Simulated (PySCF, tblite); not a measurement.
# C₅H₈O₃: dynamics, then NMR shifts on frames, part 1 of 2

Aim: move C₅H₈O₃ (`O=CO[C@@H]1CCCO1`) away from its starting geometry and see how NMR shifts follow the geometry.

Computed with tblite 0.8.0 and PySCF 2.14.0, with density-fitted response routines of our own, on a single molecule in the gas phase. Atoms count from 0, in the outputs and in this text.

### 1 The molecule as given

16 atoms, charge 0, multiplicity 1; geometry from: GFN2-xTB.

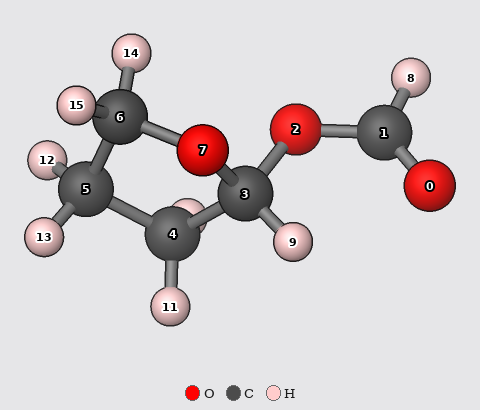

As it starts; oxygen red, carbon dark grey, hydrogen pink, atoms numbered; sticks join atoms by distance.

### 2 Thermal motion with GFN2-xTB

The job: settings as JSON, then the geometry in Å.

```
{"job": {"kind": "md", "xc": "GFN2-xTB", "basis": "xTB", "temperature": 400, "steps": 2000, "every": 50, "frames": 5}, "charge": 0, "multiplicity": 1}
O      3.177287    -0.902517     0.744947
C      2.692365    -0.389260    -0.216905
O      1.426376    -0.060827    -0.403034
C      0.495830    -0.266509     0.684404
C     -0.751291    -0.971065     0.119558
C     -1.809644     0.141025     0.079315
C     -0.998954     1.403112     0.398962
O      0.092279     0.953385     1.189314
H      3.253510    -0.128493    -1.131393
H      1.022078    -0.814954     1.472836
H     -0.525775    -1.360633    -0.871408
H     -1.049074    -1.794533     0.764571
H     -2.298896     0.214358    -0.888574
H     -2.566412    -0.024851     0.844592
H     -0.623647     1.870810    -0.519103
H     -1.543631     2.139895     0.987991
```

Level: GFN2-xTB Langevin dynamics, gas phase.

Started as:

```sh
> OMP_NUM_THREADS=1 python probes_run.py task.json out
```

This one command runs all jobs of the session in turn.

The log of the run:

```text
t/fs     T/K      E/eV
    0.0   325.3   -734.51677
   25.0   189.5   -734.20108
   50.0   216.6   -734.02918
   75.0   308.0   -734.20642
  100.0   235.2   -733.97337
  125.0   269.5   -734.11880
  150.0   345.6   -734.03866
  175.0   285.4   -733.75334
  200.0   298.7   -733.54417
  225.0   320.1   -733.65286
  250.0   389.2   -733.77207
  275.0   530.7   -734.01162
  300.0   339.2   -733.64136
  325.0   384.2   -733.82773
  350.0   482.4   -734.01881
  375.0   341.2   -733.80466
  400.0   334.8   -733.84988
  425.0   358.3   -733.96608
  450.0   229.8   -733.89940
  475.0   385.3   -733.92157
  500.0   323.1   -733.84668
  525.0   364.5   -733.68978
  550.0   454.0   -733.84415
  575.0   521.9   -734.11543
  600.0   468.4   -733.77679
  625.0   520.6   -733.82991
  650.0   414.7   -733.76463
  675.0   423.1   -733.98054
  700.0   353.1   -733.77080
  725.0   487.3   -733.92062
  750.0   378.2   -733.67762
  775.0   494.2   -733.78595
  800.0   528.5   -733.86870
  825.0   453.5   -733.47970
  850.0   352.8   -733.83580
  875.0   339.5   -733.85808
  900.0   430.6   -733.96767
  925.0   470.4   -733.54991
  950.0   498.7   -733.77215
  975.0   532.3   -733.88881
 1000.0   380.3   -733.72020
```

Wall time 17 s (1 thread of Arm Neoverse N1, shared host); peak memory 0.18 GiB.

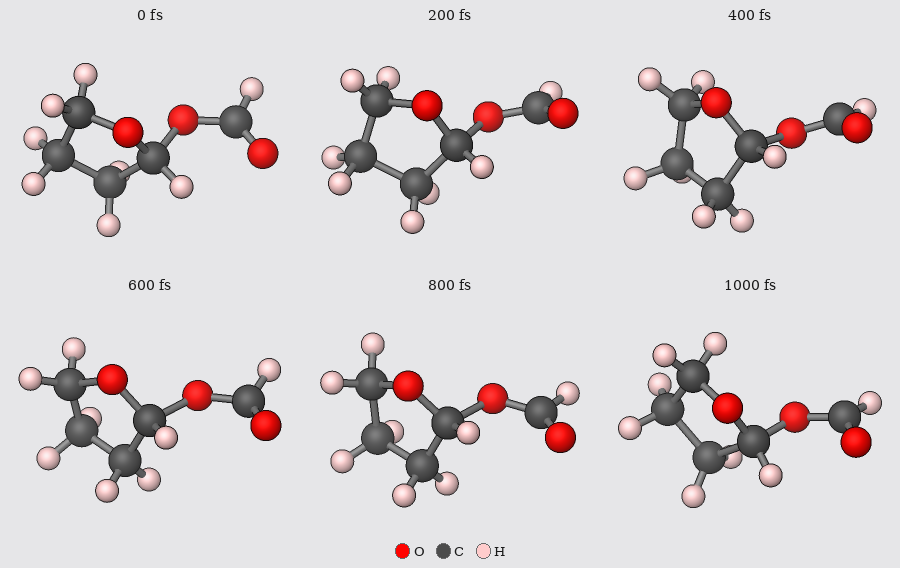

Frames of the run.

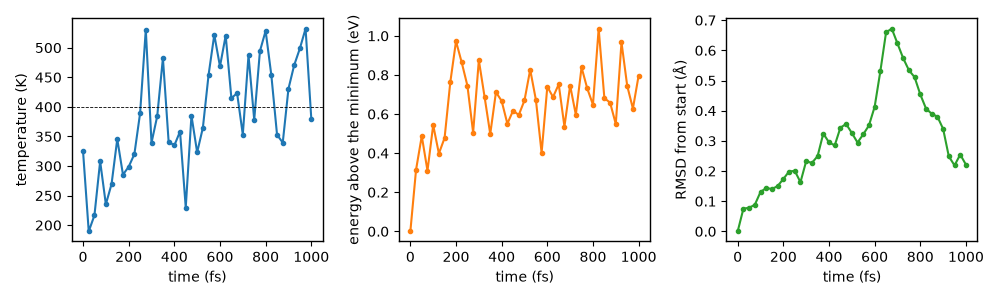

Temperature, potential energy and distance from the start.

Positions (Å) and forces (eV/Å) at 1000 fs:

```xyz
16

O     2.382   -0.242    2.742    0.750    0.601   -0.675
C     2.214   -0.150    1.563   -1.182   -2.141   -0.769
O     0.980   -0.135    0.994    1.493    0.534   -0.755
C    -0.140   -0.023    1.819   -2.126   -1.552   -1.153
C    -1.373   -0.656    0.978    1.580    1.633   -0.835
C    -2.067    0.691    0.440   -1.486   -2.846    1.366
C    -1.194    1.747    0.946    0.462    1.974   -0.104
O    -0.523    1.246    2.043    0.599    1.382    2.258
H     2.875   -0.480    0.670   -0.119    0.973    1.388
H     0.086   -0.566    2.726   -0.178    0.045    0.644
H    -0.892   -1.268    0.198   -0.500    0.291    0.108
H    -1.991   -1.268    1.597   -0.417   -0.075    0.273
H    -2.146    0.820   -0.606   -0.297   -0.583   -1.037
H    -3.082    0.728    0.928    0.815    0.035   -0.582
H    -0.472    2.063    0.212    0.678   -0.064   -0.780
H    -1.723    2.682    1.167   -0.071   -0.208    0.653
```

### 3 Shielding tensors: 250 fs, PBE0/pcSseg-1

The job: settings as JSON, then the geometry in Å.

```
{"job": {"kind": "nmr", "xc": "PBE0", "basis": "pcSseg-1", "pop": false}, "charge": 0, "multiplicity": 1}
O      2.723000    -0.157900     1.056800
C      2.179300    -0.487300     0.041700
O      0.938300    -0.679300    -0.136700
C      0.071500    -0.293700     0.999500
C     -1.189700    -1.166100     0.969200
C     -2.294000    -0.338200     0.263000
C     -1.500800     0.864400    -0.051300
O     -0.407900     0.920000     0.798300
H      2.683900    -0.699600    -0.956800
H      0.652200    -0.340600     1.924400
H     -0.999900    -2.111900     0.396400
H     -1.496600    -1.442900     2.021800
H     -2.563000    -0.711600    -0.627800
H     -3.112400    -0.264600     0.949900
H     -1.139500     0.858800    -1.093300
H     -2.046600     1.742600     0.256800
```

Method: GIAO PBE0/pcSseg-1 NMR shielding, non-relativistic, gas phase.

The log of the run:

```text
coarse grid: 13648 points
cycle   1  E = -420.2144964997  dE =  1.707e+00  |g| = 9.965e-01  |ddm| = 3.605e+00
cycle   2  E = -419.8607817820  dE =  3.537e-01  |g| = 1.702e+00  |ddm| = 1.693e+00
cycle   3  E = -420.3772681204  dE = -5.165e-01  |g| = 3.226e-01  |ddm| = 1.232e+00
cycle   4  E = -420.3954836068  dE = -1.822e-02  |g| = 8.388e-02  |ddm| = 2.277e-01
cycle   5  E = -420.3965814979  dE = -1.098e-03  |g| = 1.951e-02  |ddm| = 4.839e-02
cycle   6  E = -420.3966508898  dE = -6.939e-05  |g| = 6.753e-03  |ddm| = 1.531e-02
cycle   7  E = -420.3966592198  dE = -8.330e-06  |g| = 1.579e-03  |ddm| = 4.873e-03
final grid: 132640 points
cycle   8  E = -420.4756852163  dE = -2.543e-05  |g| = 1.426e-02  |ddm| = 2.857e-02
cycle   9  E = -420.4756420669  dE =  4.315e-05  |g| = 2.115e-02  |ddm| = 1.956e-02
cycle  10  E = -420.4757203324  dE = -7.827e-05  |g| = 2.607e-03  |ddm| = 1.222e-02
cycle  11  E = -420.4757215642  dE = -1.232e-06  |g| = 3.482e-04  |ddm| = 1.598e-03
cycle  12  E = -420.4757215811  dE = -1.688e-08  |g| = 1.573e-04  |ddm| = 3.028e-04
cycle  13  E = -420.4757215862  dE = -5.075e-09  |g| = 2.631e-05  |ddm| = 1.235e-04
cycle  14  E = -420.4757215863  dE = -1.081e-10  |g| = 1.120e-05  |ddm| = 2.543e-05
converged SCF energy = -420.4757215863

GIAO shielding tensors (ppm)
atom      isotropic    diamagn.    paramagn.     s11        s22        s33       span
  0 O      -76.516     401.899    -478.415   -339.634   -181.958    292.044    631.677
  1 C       24.571     248.042    -223.471    -74.534     71.289     76.957    151.491
  2 O       73.733     403.375    -329.643   -100.985    119.345    202.838    303.823
  3 C       87.959     244.624    -156.665     51.291     94.044    118.541     67.251
  4 C      144.323     249.580    -105.257    105.732    152.077    175.159     69.428
  5 C      170.063     255.089     -85.026    145.184    181.716    183.289     38.105
  6 C      120.478     244.157    -123.679     69.746    118.986    172.702    102.956
  7 O      223.798     398.042    -174.244    162.374    201.489    307.531    145.157
  8 H       23.262      26.434      -3.172     18.181     23.101     28.505     10.325
  9 H       24.278      31.599      -7.321     19.961     24.200     28.673      8.712
 10 H       28.566      29.435      -0.869     24.009     27.405     34.282     10.273
 11 H       28.487      29.087      -0.600     23.142     27.237     35.082     11.941
 12 H       31.956      33.508      -1.551     28.068     28.924     38.876     10.808
 13 H       30.344      30.283       0.060     24.741     27.860     38.429     13.688
 14 H       27.606      30.364      -2.758     22.258     26.623     33.937     11.679
 15 H       27.180      28.994      -1.814     21.944     26.318     33.277     11.333
```

Run time: 41 s. Hardware: 1 thread of Arm Neoverse N1, shared host; peak memory 0.79 GiB.

The references, computed at this level on geometries of the same kind, shield at (ppm): 1H TMS 31.72, 13C TMS 186.9, 17O H2O 336.1. Their shielding less the atom's gives the shift. The references are single molecules in the gas phase, so shifts against H2O, NH3, PH3, H3PO4 or CFCl3 are not on the usual liquid scales and can be off by tens of ppm. Each atom is listed at this fixed geometry, with no averaging over motion; a spectrum would average atoms that exchange fast.

| atoms | environment | σ (ppm) | δ (ppm) |
| --- | --- | --- | --- |
| C1 | ester carbonyl carbon | 24.6 | 162.4 |
| C3 | sp3 carbon bearing two oxygens | 88.0 | 99.0 |
| C6 | sp3 CH2 bonded to O | 120.5 | 66.4 |
| C4 | sp3 CH2 in a ring | 144.3 | 42.6 |
| C5 | sp3 CH2 in a ring | 170.1 | 16.9 |
| H8 | hydrogen on an ester carbonyl carbon | 23.26 | 8.45 |
| H9 | hydrogen on an sp3 carbon bearing two oxygens | 24.28 | 7.44 |
| H15 | hydrogen on an sp3 CH2 bonded to O | 27.18 | 4.54 |
| H14 | hydrogen on an sp3 CH2 bonded to O | 27.61 | 4.11 |
| H11 | hydrogen on an sp3 CH2 in a ring | 28.49 | 3.23 |
| H10 | hydrogen on an sp3 CH2 in a ring | 28.57 | 3.15 |
| H13 | hydrogen on an sp3 CH2 in a ring | 30.34 | 1.37 |
| H12 | hydrogen on an sp3 CH2 in a ring | 31.96 | -0.24 |
| O0 | ester carbonyl oxygen | -76.5 | 412.6 |
| O2 | ester alkoxy oxygen | 73.7 | 262.3 |
| O7 | ether oxygen | 223.8 | 112.3 |

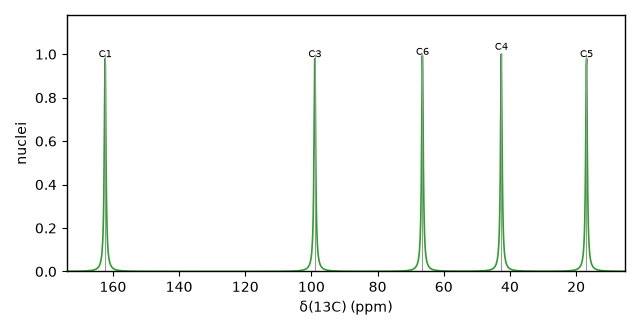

13C lines at the computed shifts, without couplings. Lines are broadened to a width of 0.58 ppm (Lorentzian).

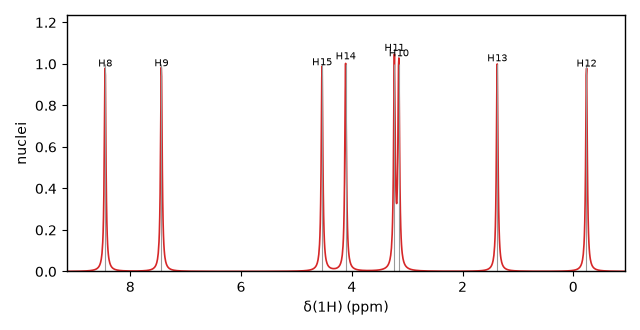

1H lines at the computed shifts, without couplings. Lines are broadened to a width of 0.03 ppm (Lorentzian).

Ring of atoms C3, C4, C5, C6, O7: NICS(0) -6.5, NICS(1) -3.5, NICS(1)zz -7.2 ppm (means of both faces).

### 4 NMR shieldings: 425 fs, PBE0/pcSseg-1

The job: settings as JSON, then the geometry in Å.

```
{"job": {"kind": "nmr", "xc": "PBE0", "basis": "pcSseg-1", "pop": false}, "charge": 0, "multiplicity": 1}
O      2.356200    -0.285000     1.806000
C      1.686200    -0.585400     0.843500
O      0.428300    -0.530900     0.536100
C     -0.639000    -0.174600     1.456500
C     -1.665200    -1.273400     1.371700
C     -2.519900    -0.868000     0.212700
C     -2.059200     0.526000    -0.114100
O     -1.264900     0.930900     0.985000
H      2.244700    -0.859300    -0.121300
H     -0.140800     0.092700     2.433200
H     -1.087800    -2.153700     1.108800
H     -2.070300    -1.477300     2.385900
H     -2.537700    -1.611800    -0.617700
H     -3.585400    -0.825700     0.521700
H     -1.487100     0.537300    -1.056700
H     -2.832400     1.240600    -0.257800
```

Level: GIAO PBE0/pcSseg-1 NMR shielding, non-relativistic, gas phase.

The log of the run:

```text
coarse grid: 13648 points
cycle   1  E = -420.2204286199  dE =  1.535e+00  |g| = 9.973e-01  |ddm| = 3.570e+00
cycle   2  E = -419.8133546145  dE =  4.071e-01  |g| = 1.779e+00  |ddm| = 1.716e+00
cycle   3  E = -420.3829681149  dE = -5.696e-01  |g| = 3.419e-01  |ddm| = 1.267e+00
cycle   4  E = -420.4035634932  dE = -2.060e-02  |g| = 8.980e-02  |ddm| = 2.466e-01
cycle   5  E = -420.4048378713  dE = -1.274e-03  |g| = 1.995e-02  |ddm| = 5.332e-02
cycle   6  E = -420.4049125283  dE = -7.466e-05  |g| = 6.829e-03  |ddm| = 1.591e-02
cycle   7  E = -420.4049216135  dE = -9.085e-06  |g| = 1.517e-03  |ddm| = 4.900e-03
final grid: 132640 points
cycle   8  E = -420.4839869965  dE = -2.212e-05  |g| = 1.501e-02  |ddm| = 2.924e-02
cycle   9  E = -420.4839317568  dE =  5.524e-05  |g| = 2.310e-02  |ddm| = 2.120e-02
cycle  10  E = -420.4840259165  dE = -9.416e-05  |g| = 3.176e-03  |ddm| = 1.350e-02
cycle  11  E = -420.4840277551  dE = -1.839e-06  |g| = 3.230e-04  |ddm| = 1.904e-03
cycle  12  E = -420.4840277693  dE = -1.416e-08  |g| = 1.653e-04  |ddm| = 3.352e-04
cycle  13  E = -420.4840277752  dE = -5.889e-09  |g| = 2.600e-05  |ddm| = 1.453e-04
cycle  14  E = -420.4840277753  dE = -1.263e-10  |g| = 6.637e-06  |ddm| = 2.447e-05
converged SCF energy = -420.4840277753

GIAO shielding tensors (ppm)
atom      isotropic    diamagn.    paramagn.     s11        s22        s33       span
  0 O     -104.961     400.078    -505.039   -431.940   -171.086    288.142    720.082
  1 C       22.067     247.929    -225.862    -84.611     71.313     79.498    164.109
  2 O       77.699     405.705    -328.007   -108.206    133.720    207.582    315.787
  3 C       86.795     242.193    -155.398     53.951     90.427    116.008     62.057
  4 C      153.020     251.832     -98.812    128.117    151.186    179.759     51.642
  5 C      166.639     246.887     -80.248    141.558    176.523    181.837     40.279
  6 C      121.585     244.497    -122.912     76.857    111.998    175.901     99.043
  7 O      227.197     396.129    -168.932    169.289    210.249    302.054    132.765
  8 H       23.024      28.087      -5.063     17.148     24.194     27.729     10.580
  9 H       24.314      29.403      -5.089     20.216     24.112     28.613      8.398
 10 H       29.767      30.765      -0.998     25.572     28.234     35.495      9.923
 11 H       28.945      28.172       0.774     23.945     26.789     36.103     12.158
 12 H       29.143      28.329       0.814     24.797     26.081     36.551     11.754
 13 H       29.253      25.947       3.305     24.273     26.537     36.948     12.675
 14 H       27.500      31.069      -3.569     23.354     25.576     33.571     10.217
 15 H       28.029      29.189      -1.160     23.552     26.541     33.995     10.442
```

Run time: 41 s. Hardware: 1 thread of Arm Neoverse N1, shared host; peak memory 0.84 GiB.

Key values: δ C1 164.9, C3 100.1, C6 65.3, C4 33.9, H8 8.69, H9 7.40 ppm.

(Continued in part 2 of 2.)
